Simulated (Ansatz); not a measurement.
Effect of Si → Pb on MoSi2

The reference is MoSi₂ (space group I4/mmm, No. 139; a = 3.2017 Å, c = 7.8186 Å).

One thing is altered: full substitution Si → Pb, then cell and atoms are relaxed.

The values are results of r2SCAN, PAW, 500 eV (Ansatz, an electronic-structure program; spin-orbit coupling left out), not measurements. k-mesh 18×18×18 (Γ-centred); smearing 0.05 eV (Fermi–Dirac), for the changed cell.

The density rises by 6.52 g/cm³ (6.30 g/cm³ → 12.82 g/cm³) and the lattice parameter a goes up by 0.473 Å to 3.675 Å. The c/a ratio goes up by 0.223 to 2.665 and the space group is still I4/mmm (No. 139). The shortest interatomic distance increases by 0.4281 Å, from 2.575 Å to 3.004 Å and the band gap remains zero.

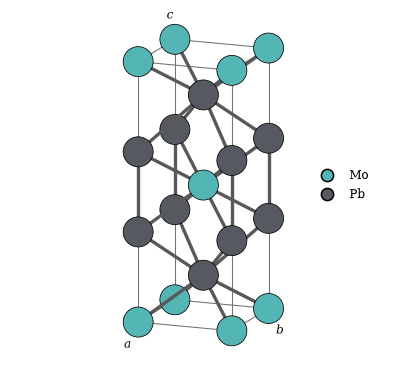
The relaxed conventional cell after the change

Spin-orbit coupling, missing from the scalar runs, can matter with Pb. Stability against distortions was not tested. As relaxed here, MoPb2 is a hypothetical phase, not in the database extracts checked. The final runs are not spin-polarised. MoPb2 has a high density of states at the Fermi level and may be magnetic at this level.
